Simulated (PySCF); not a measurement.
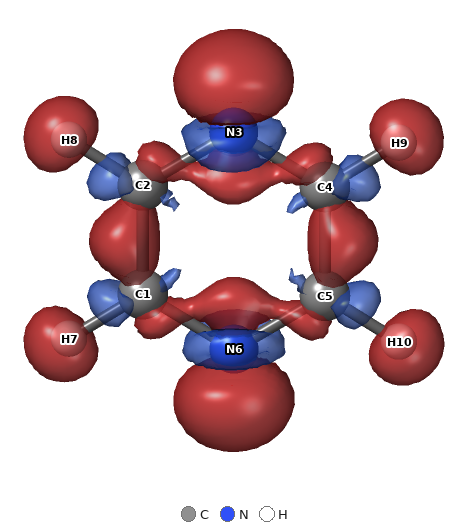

*C$_{4}$H$_{4}$N$_{2}$, SMILES `c1cnccn1`. Fukui function f⁻ = ρ(N) − ρ(N−1) at fixed geometry, surfaces at ±0.03 e/Å³ (red positive, blue negative).*

Computed with PySCF, B3LYP/6-311+G**, geometry: GFN2-xTB. No frequency check shows the geometry to be a minimum.

> Which atoms respond most to the removal of an electron?

f⁻ (Hirshfeld-condensed) is largest on N3 and N6 (0.19 each); the vertical ionisation energy is 9.47 eV (the stability of the cation's solution wasn't checked). Condensed values hint at sites of electrophilic attack but needn't mark the atom that reacts. Orbital relaxation makes it negative in places (0.18 e in all).

```json
{"atom": "C1", "f⁻": "+0.09", "charge": "+0.02"}
{"atom": "C2", "f⁻": "+0.09", "charge": "+0.02"}
{"atom": "N3", "f⁻": "+0.19", "charge": "−0.15"}
{"atom": "C4", "f⁻": "+0.09", "charge": "+0.02"}
{"atom": "C5", "f⁻": "+0.09", "charge": "+0.02"}
{"atom": "N6", "f⁻": "+0.19", "charge": "−0.15"}
{"atom": "H7", "f⁻": "+0.07", "charge": "+0.06"}
{"atom": "H8", "f⁻": "+0.07", "charge": "+0.06"}
{"atom": "H9", "f⁻": "+0.07", "charge": "+0.06"}
{"atom": "H10", "f⁻": "+0.07", "charge": "+0.06"}
```
